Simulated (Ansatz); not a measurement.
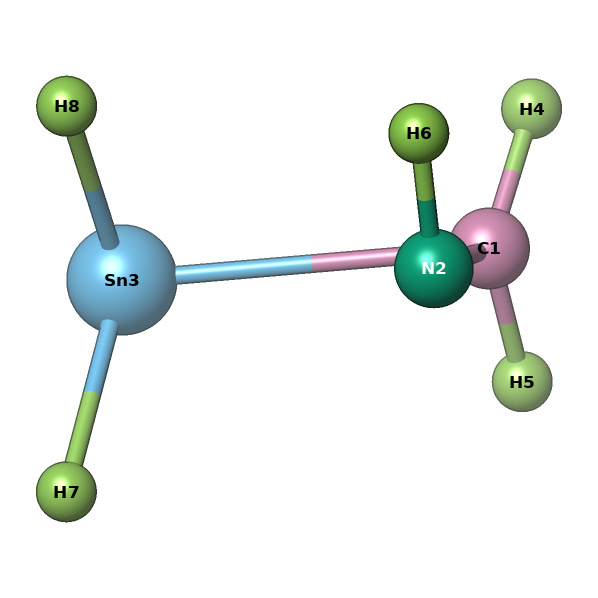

C1 lies behind N2. The molecule seen a little off the N2–C1 bond, N2 in front. Distant atoms are faded towards the background colour. Computed geometry: PBE-D4/def2-SVP optimisation. No frequency run is at hand to confirm it as a minimum.

Question: What is the torsion angle H6–N2–C1–Sn3? The sign is positive where the front bond must turn clockwise to cover the back bond.

Answer: −95°, about perpendicular.
